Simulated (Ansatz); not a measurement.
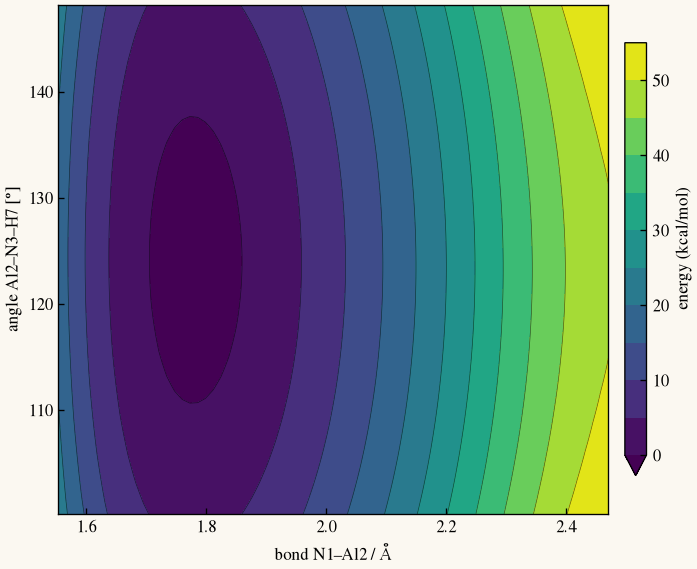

Energy landscape of AlH5N2S, SMILES [NH2][Al]([NH2])[SH]. Two internal coordinates are moved rigidly from the geometry relaxed at PBE0-D4/def2-TZVP, all others fixed. Coordinates scanned: (1) bond N1–Al2; (2) angle Al2–N3–H7. Grid: 5 × 5 points. Points are written as (first, second). Energies: kcal/mol, counted from the lowest grid point. These are results of RKS PBE-D4/def2-TZVPP in Ansatz 0.2.0, not measurements.

The picture shows filled contours. Between grid points the surface is interpolated. 

Summarise what can be read from the map.

The lowest grid point is at (1.705 Å, 124.2°). The bottom of the well lies between grid points, at about (1.780 Å, 124°), about 1.6 kcal/mol lower on the interpolated surface. No other kind of well shows on this grid. The highest grid point, (2.471 Å, 148.2°), lies 54.9 kcal/mol above the lowest. Round the minimum the two coordinates are nearly uncoupled.

Grid values (kcal/mol):

```csv
"angle Al2–N3–H7 ↓, bond N1–Al2 →",1.553,1.705,1.926,2.185,2.471
148.2,23.2,4.9,8.2,28.7,54.9
136.2,19.7,1.2,4.4,24.8,50.9
124.2,18.5,0.0,3.1,23.4,49.4
112.2,19.8,1.2,4.3,24.5,50.5
100.2,23.5,4.9,8.0,28.2,54.1
```

The input of one point:

```yaml
crystal:
  periodic: [false, false, false]
  atoms:
    - {symbol: N, position_ang: [-0.332978, 1.123527, -1.020575]}
    - {symbol: Al, position_ang: [-0.076289, -0.111499, 0.126528]}
    - {symbol: N, position_ang: [1.394612, -1.084177, 0.128325]}
    - {symbol: S, position_ang: [-1.581966, -0.546614, 1.657040]}
    - {symbol: H, position_ang: [-1.198891, 1.619369, -1.147398]}
    - {symbol: H, position_ang: [0.352024, 1.445394, -1.684023]}
    - {symbol: H, position_ang: [1.637700, -1.740610, 0.851155]}
    - {symbol: H, position_ang: [2.102258, -1.075214, -0.586775]}
    - {symbol: H, position_ang: [-2.261056, 0.586570, 1.412483]}
basis:
  gaussian: {orbitals: def2-TZVPP}
hamiltonian: {xc: pbe, dispersion: d4}
```
